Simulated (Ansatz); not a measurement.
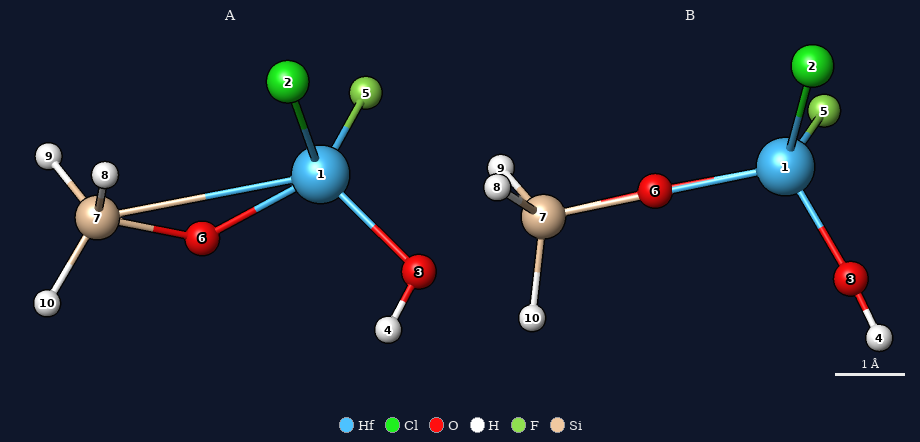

Two geometries of HfSiH$_{4}$O$_{2}$ClF, drawn at one scale. One is the start of a relaxation, the other its converged end. The picture is a ball-and-stick view, seen face on.

The calculation used RKS PBE/def2-SVP in Ansatz. Set-up: no spin polarisation; force threshold 0.02 eV/Å; at most 40 steps.

> Which one is relaxed?

Structure B is the relaxed one. The run prepares the start of a later molecular dynamics calculation, from a guessed geometry. The energy falls by 21.1 kcal/mol in 10 accepted moves (11 points after the start). The largest force component goes from 2.2 to 0.0085 eV/Å. The line search rejected the trial step at point 7 of the run. The largest move after the best rigid fit is that of H8, 1.01 Å. Largest moves by element: H 1.01 Å, O 0.98 Å, Cl 0.98 Å, F 0.26 Å, Hf 0.23 Å, Si 0.20 Å. Near-neighbour distances that change, for instance: Hf1–Si7 3.330 → 3.625 Å, Hf1–O3 2.070 → 1.917 Å, Hf1–Cl2 2.520 → 2.379 Å, Hf1–O6 2.069 → 1.945 Å. Among the angles between lasting bonds that change: Hf1–O3–H4 109.5° → 175.1°, Hf1–O6–Si7 125.0° → 177.3°. Cost: 26 s on 4 threads of Arm Neoverse V2, on a shared host, peak memory 0.2 GiB.
